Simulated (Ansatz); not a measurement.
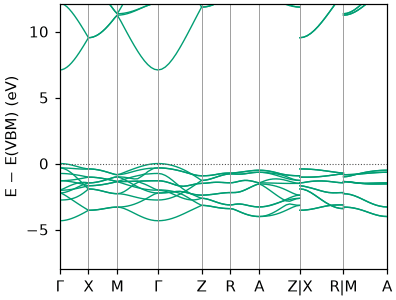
Figure. Band structure from LDA in the plane-wave PAW code Ansatz

Question: Read off the gap and where the band edges lie.

Answer: About 7.1 eV (7.09 eV by a search for the band edges); maximum at Γ, minimum at Γ.

The material is MgF2 (rutile, P4_2/mnm).

The cell was relaxed with LDA under the symmetry of its start.

Potentials: the later of the program's two PAW sets.
